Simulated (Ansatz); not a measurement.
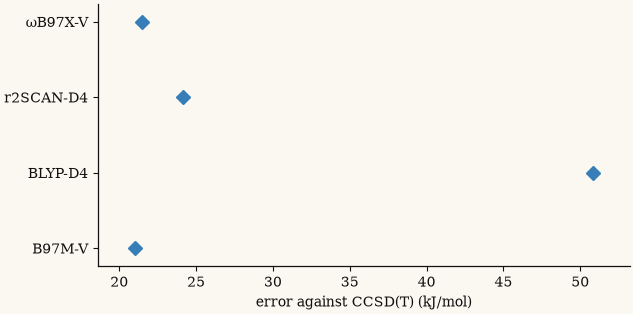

Error in the electronic atomisation energy (method less reference, so positive means overbinding) of CH₂FNOSi, SMILES O=C1N[Si@@H]1F: functionals in def2-TZVPP against frozen-core CCSD(T) at the limit (MP2 extrapolated from triple and quadruple zeta, plus CCSD(T) less MP2 in a smaller set), which gives 2864.3 kJ/mol, at a PBE0-D4/def2-TZVP geometry (a minimum by its frequencies), no zero-point or spin-orbit term, the Ansatz code. The reference leaves out core correlation, a term that grows with the number of heavy atoms.

Q: What range do the values span?

A: From 21.0 kJ/mol (B97M-V) to 50.8 kJ/mol (BLYP-D4).

Q: Give the values.

A:
```csv
level,kJ/mol
ωB97X-V,21.5
r2SCAN-D4,24.1
BLYP-D4,50.8
B97M-V,21.0
```
